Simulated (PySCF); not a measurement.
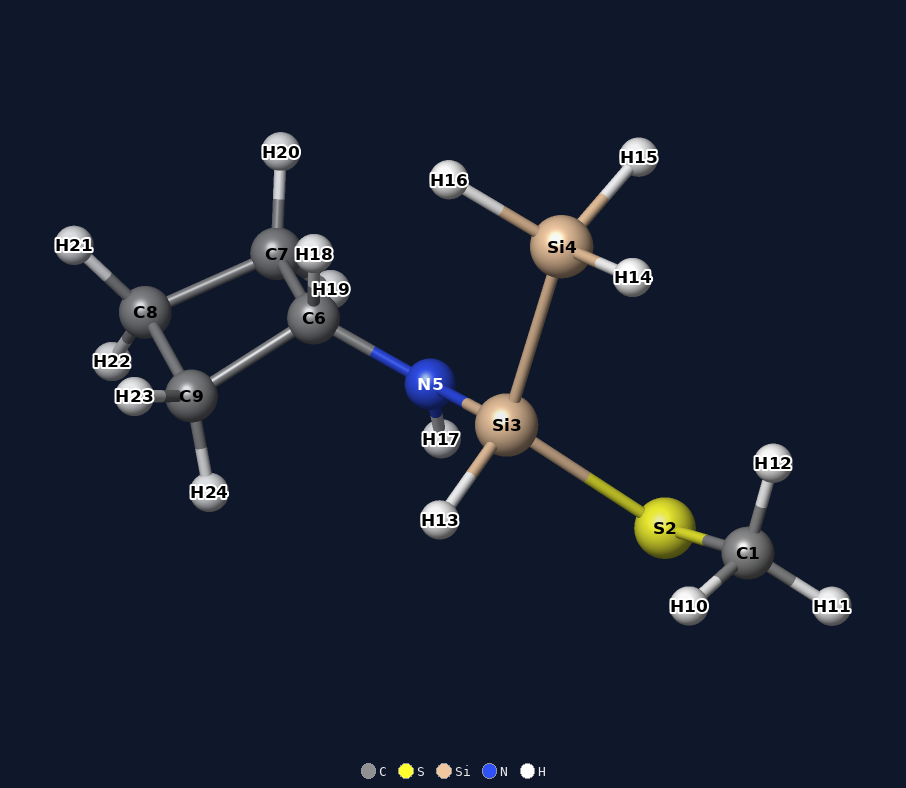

Computed geometry: GFN2-xTB optimisation. No frequency run is at hand to confirm it as a minimum. Electric field gradients from the ground-state density, PBE0/pcSseg-1 (PySCF 2.14.0), non-relativistic apart from any core potentials.

Give the largest field-gradient component, the quadrupole coupling constant and the asymmetry for 33S at S2 (Q = −67.81 mb), 14N at N5 (Q = 20.44 mb).

```
atom  V_zz (a.u.)  e²qQ/h (MHz)     η
  S2       −2.420          38.6  0.75
  N5       −1.033         −4.96  0.32
```

The geometry is semi-empirical. Around Si such bond lengths and angles can be off by a tenth of an ångström or more and by several degrees, and values that hang on the shape move with them.
